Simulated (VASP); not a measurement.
Band structure of CoGe2 (relaxed from the AlB2 structure, space group P6/mmm). Calculation: PBEsol GGA, VASP's PBE PAW potentials (set 64) (plane waves; VASP).

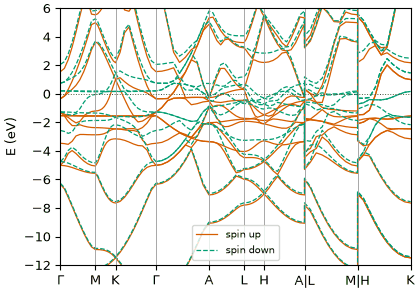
Figure. Bands along high-symmetry lines, zero at the valence-band maximum or, without a gap, the Fermi level

**Question.** Read the plot: is there a gap, and where are the band edges?

**Answer.** It has no gap at this level: it comes out as a metal or semimetal. (Edges off the drawn lines would not show.)

The structure was generated: CoGe2 was put into the AlB2 type (P6/mmm), which need not be its known phase. It was relaxed first, which changed the volume by -48 %.
